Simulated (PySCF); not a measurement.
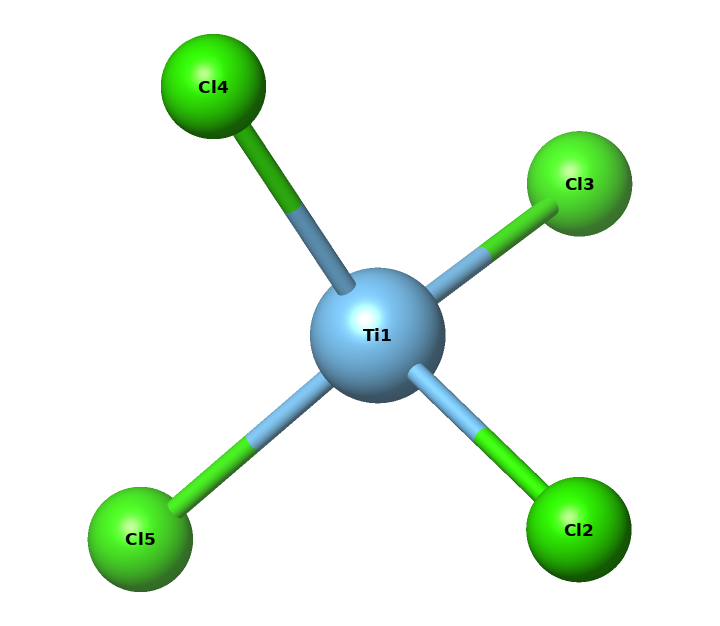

Charge 0, singlet. The computed structure is the end point of a PBE0-D3(BJ)/def2-SVP optimisation. No frequency run is at hand to confirm it as a minimum. Method: delta-SCF UKS SCAN, pcX-2 on the ionised atom (unc-x2c-TZVPall on a metal), pcseg-1 elsewhere, spin-free X2C (PySCF 2.14.0).

Give the core-electron binding energies (to vacuum; p and d levels without spin–orbit splitting) of Ti1 2p, Cl2 1s, Cl2 2p.

```tsv
atom	level	binding energy (eV)
Ti1	2p	466.4
Cl2	1s	2828.8
Cl2	2p	206.7
```
